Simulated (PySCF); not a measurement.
# C3H8O4Si (SMILES CO[SiH2]OCC(=O)O): what the fields show

```xyz
16

C    -3.2934   -0.4763   -0.2026
O    -1.9946   -0.2495   -0.6558
Si   -0.6926   -0.0846    0.3656
O     0.5290    0.0938   -0.7581
C     1.8800    0.3008   -0.6380
C     2.3404    0.3117    0.7971
O     1.5858    0.1740    1.7270
O     3.6499    0.4911    0.9264
H    -3.9507   -0.6494   -1.0691
H    -3.3654   -1.3661    0.4532
H    -3.7003    0.3869    0.3589
H    -0.9038    1.1303    1.2033
H    -0.5904   -1.3337    1.1725
H     2.1866    1.2628   -1.0920
H     2.4561   -0.4818   -1.1673
H     3.8511    0.4881    1.8753
```

Geometry: PBE0-D3(BJ)/def2-SVP.

Method: wB97X-D/def2-SVPD, SCF density, gas phase (PySCF 2.14.0).

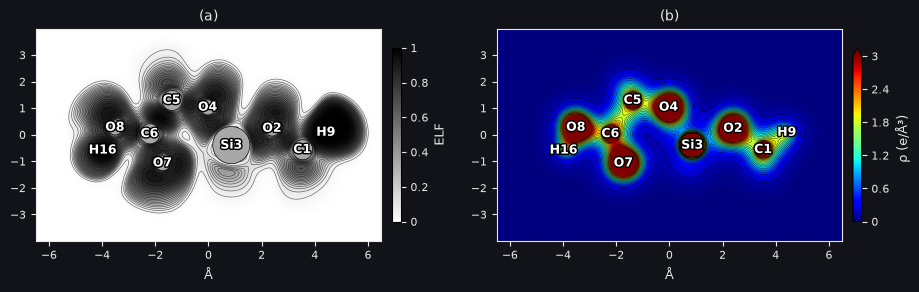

Figure 1. (a) electron localisation function; (b) total electron density on the plane of atoms O2, Si3 and O4. Grey discs cover the atomic cores in the ELF map.

Interpret the plot.

Answer. The plane passes through C, O, Si and H nuclei.
C–O (1.21 Å): ρ at the midpoint is about 3.4 e/Å³; the ELF peaks at about 0.85 between the atoms: a multiple bond.
C–C (1.51 Å): the density is about 1.8 e/Å³ at the midpoint; the ELF peaks at about 1 between the atoms; a covalent bond.
Si–O (1.66 Å): the density is about 1.1 e/Å³ at the midpoint; the ELF peaks at about 0.90 between the atoms, as expected for a polar covalent bond.
O–H (0.97 Å): the density is about 3.7 e/Å³ at the midpoint; the ELF climbs to about 1 towards the hydrogen, as it does in any bond to H (a covalent bond by its length).
C–O (1.33 Å): ρ is about 2.5 e/Å³ halfway; the ELF peaks at about 0.90 between the atoms, as expected for a shared but strongly polarised pair.
The ELF also peaks beside O7, O8, O2 and O4, away from the bonds: lone-pair regions.

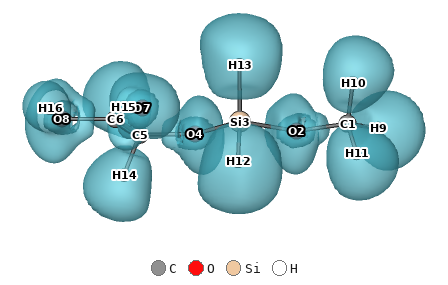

Figure 2. Isosurface of the electron localisation function at 0.75 (cyan), seen from one side. Only the valence region is drawn (cores and ρ < 0.01 e/Å³ removed).

Where are the electrons localised?

Answer. At this value the surface marks out one region between bonded C–C atoms (shared pairs), seven regions around hydrogen nuclei, three regions on O in which the atom's valence shell and bonds are merged and one joined region spread over several atoms (H, O), in which their bonds and any lone pairs are merged.

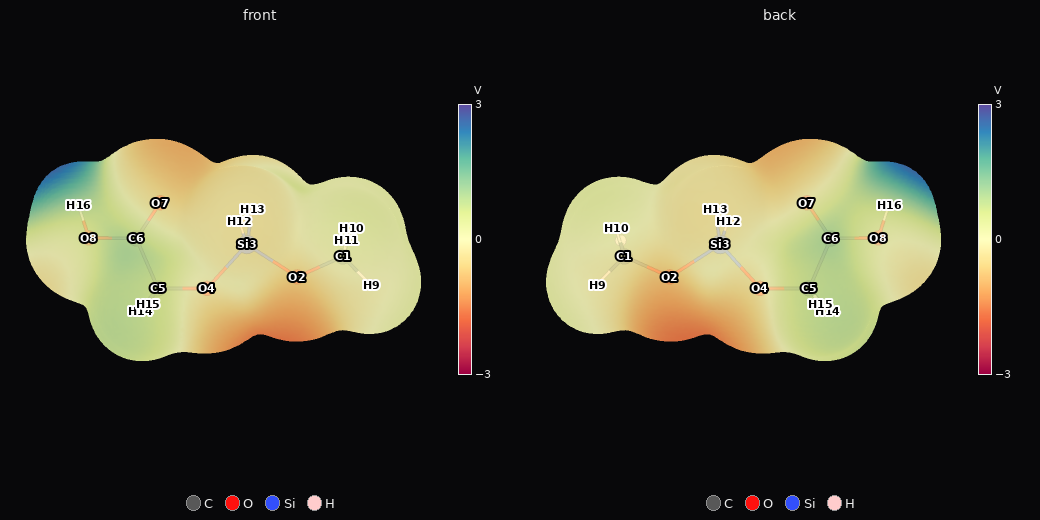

Figure 3. The molecular electrostatic potential painted on the density surface at 0.001 e/bohr³, seen from the front and from behind; red is negative and blue positive.

Describe the electrostatic potential map.

Answer. The most negative region (about −1.6 V) lies over O2, the most positive (about +2.6 V) over H16. O2 is the likeliest acceptor of a hydrogen bond.
